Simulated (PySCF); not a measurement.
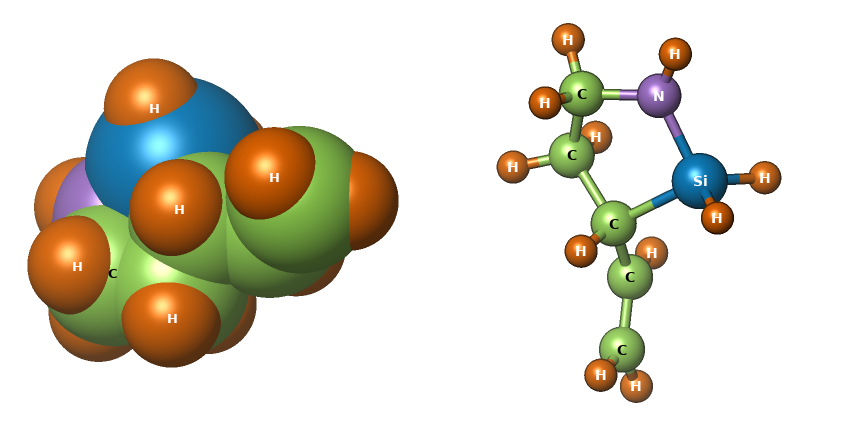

Both panels show the same species.

The computed structure is the end point of a GFN2-xTB optimisation. No frequency run is at hand to confirm it as a minimum.

Count the atoms of each element.

C5H11NSi, 18 atoms: 5 carbon, 11 hydrogen, 1 nitrogen and 1 silicon.

Describe its rings.

Independent rings (smallest set): 1 of 5 members.

Name some functional groups or characteristic bonds that it holds.

Among them: alkene, Si–H bond, Si–N bond.

How many bonds of each kind are drawn?

8 C–H, 4 C–C, 2 Si–H, 1 C–N, 1 N–Si, 1 C–Si, 1 N–H.

Give a SMILES string for it.

C=C[C@@H]1CCN[SiH2]1

The parts below concern this one geometry. Atoms keep their numbers from picture to picture.

Symmetry

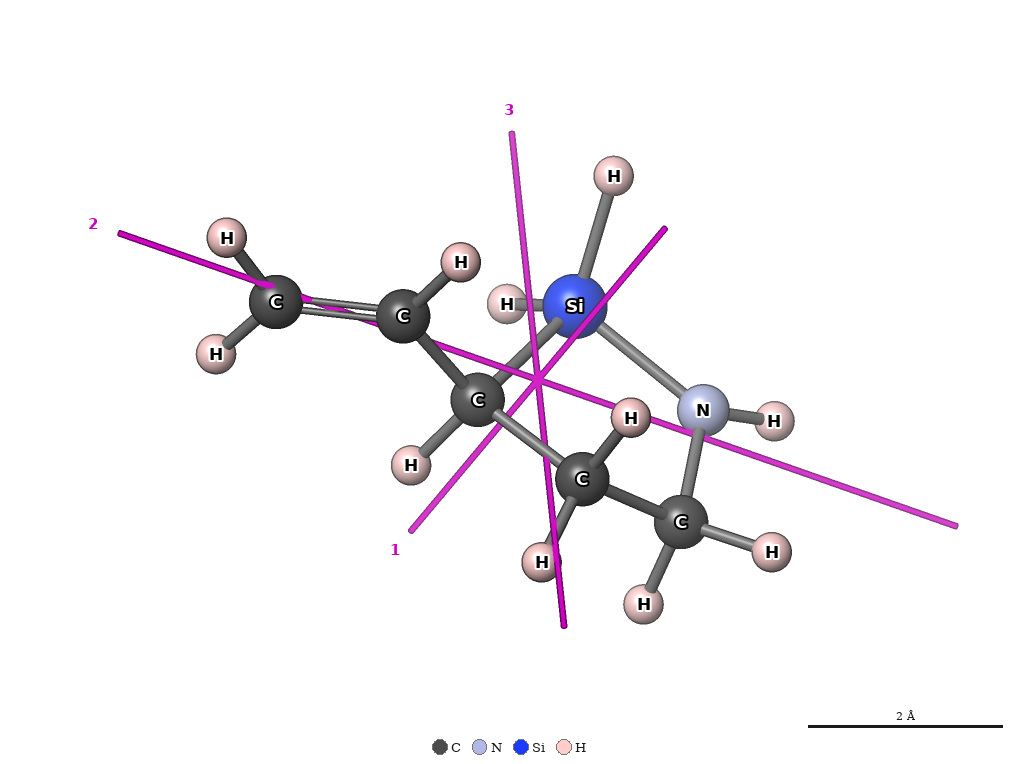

The three principal axes of inertia are drawn and numbered. Atoms fade into the background with distance from the viewer. No frequency run is at hand to confirm it as a minimum. Masses are those of the most abundant isotopes; constants are for the rigid equilibrium geometry.

Which line is the a axis (least moment of inertia), which b and which c?

a is line 2, b is line 3, c is line 1; the moments are 125, 322, 414 u Å².

Classify the rotor and give the rotational constants (GHz).

An asymmetric top (C1): A = 4.05, B = 1.57, C = 1.22 GHz. Ray's parameter κ is −0.75, nearer the prolate limit.

Quadrupole coupling

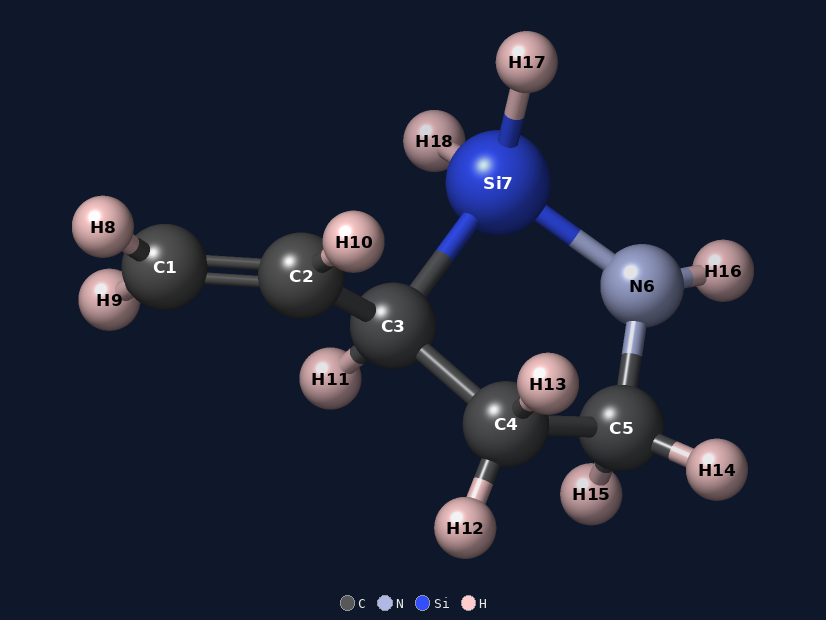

No frequency run is at hand to confirm it as a minimum. Electric field gradients from the ground-state density, PBE0/pcSseg-1 (PySCF 2.14.0), non-relativistic apart from any core potentials.

Give the largest field-gradient component, the quadrupole coupling constant and the asymmetry for 14N at N6 (Q = 20.44 mb), 2H at H8 (Q = 2.86 mb), 2H at H9 (Q = 2.86 mb).

```tsv
atom	V_zz (a.u.)	e²qQ/h (MHz)	η
N6	−1.077	−5.17	0.36
H8	0.339	0.228	0.06
H9	0.337	0.226	0.06
```

NMR shielding

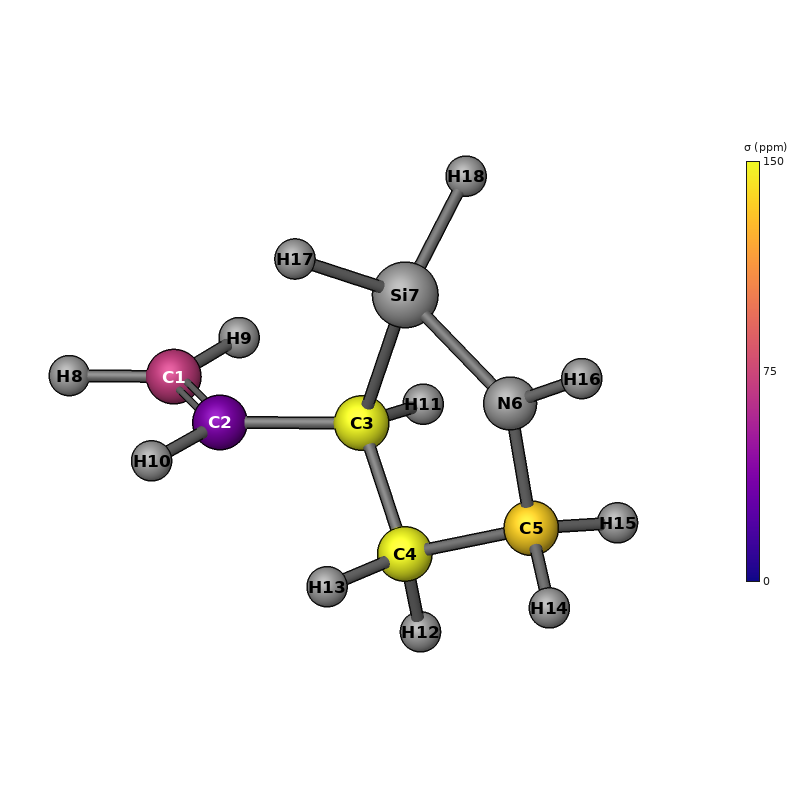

Atoms are coloured by their isotropic NMR shieldings (C only, the others grey). No frequency run is at hand to confirm it as a minimum. Properties computed with GIAO PBE0/pcSseg-1 NMR shielding, non-relativistic, gas phase (PySCF 2.14.0).

Which C atom is the most shielded (lowest chemical shift)?

C4 (149.3 ppm).

Which C atom is the least shielded (highest chemical shift)?

C2 (36.5 ppm).

How wide is the range of C shifts?

112.8 ppm.

List the isotropic NMR shieldings of the C atoms.

```tsv
atom	σ (ppm)
C1	70.5
C2	36.5
C3	148.8
C4	149.3
C5	135.9
```

Electronic properties

No frequency run is at hand to confirm it as a minimum. Method: PBE0/pcSseg-1, gas phase (PySCF 2.14.0).

Predict the main results.

- dipole moment: 1.30 D
- HOMO energy (Kohn–Sham orbital): −6.57 eV
- LUMO energy (Kohn–Sham orbital): 0.54 eV
- HOMO–LUMO gap: 7.11 eV

The geometry is semi-empirical. Around Si such bond lengths and angles can be off by a tenth of an ångström or more and by several degrees, and values that hang on the shape move with them.
